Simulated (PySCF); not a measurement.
C6H14B2Si (SMILES BCB(C#CC)[SiH](C)C)

```xyz
23

B    -1.7731   -1.9686   -0.2728
C    -1.2093   -1.1290    0.9178
B     0.0206   -0.3106    0.3255
C     1.3219   -1.0222    0.1533
C     2.3846   -1.5859    0.0138
C     3.6525   -2.2565   -0.1542
Si   -0.1968    1.5829   -0.1827
C    -1.5816    1.7818   -1.4881
C    -0.7209    2.6666    1.3083
H    -1.2968   -3.0049   -0.5392
H    -2.6575   -1.5615   -0.9241
H    -0.8410   -1.7894    1.7035
H    -1.9577   -0.4562    1.3345
H     4.1473   -2.3460    0.8134
H     4.2974   -1.6922   -0.8283
H     3.4983   -3.2569   -0.5597
H     1.0029    2.2450   -0.7556
H    -1.7468    2.8250   -1.7396
H    -1.3351    1.2558   -2.4058
H    -2.5217    1.3778   -1.1239
H    -0.8583    3.7030    1.0155
H     0.0254    2.6463    2.0973
H    -1.6589    2.3228    1.7362
```

Geometry: GFN2-xTB.

Computed with PBE0/pcSseg-1, SCF density, gas phase, non-relativistic in PySCF 2.14.0.

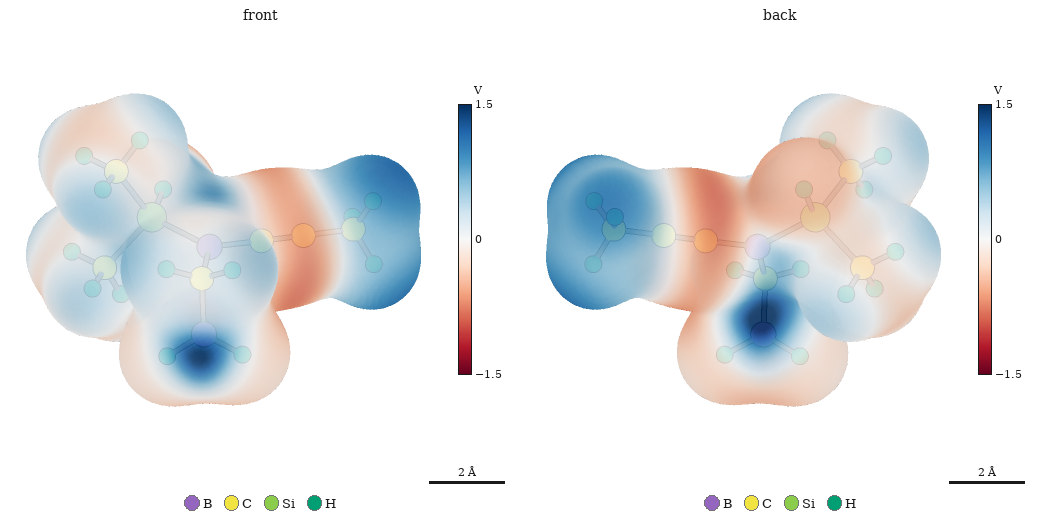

Figure 1. The molecular electrostatic potential painted on the density surface at 0.002 e/bohr³, seen from the front and from behind; red is negative and blue positive.

Where is the surface potential most negative and most positive?

The most negative region (about −0.8 V, or −18 kcal/mol for a unit charge) lies over C4 and C5, the most positive (about +1.4 V, or +32 kcal/mol for a unit charge) over B1 and B3.

What dipole moment does the calculation give?

Its dipole moment is 2.04 D.

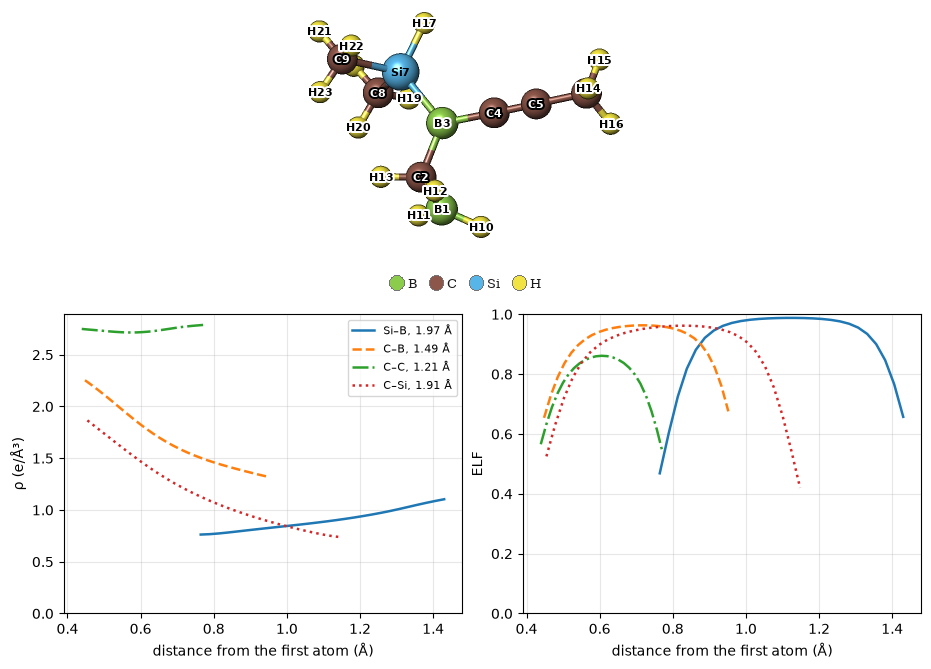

Figure 2. Total electron density and ELF along straight lines between neighbouring atoms. The curves leave out the atomic cores. The structure is drawn too.

Compare the contacts.

Si–B (1.97 Å): the density is about 0.84 e/Å³ at the midpoint; the ELF peaks at about 1 between the atoms: a covalent bond.
C–B (1.49 Å): the density is about 1.5 e/Å³ at the midpoint; the ELF peaks at about 0.95 between the atoms (localised, covalent bonding).
C–C (1.21 Å): ρ at the midpoint is about 2.7 e/Å³; the ELF peaks at about 0.85 between the atoms (a short, multiple covalent bond).
C–Si (1.91 Å): ρ is about 0.88 e/Å³ halfway; the ELF peaks at about 0.95 between the atoms: a shared electron pair.
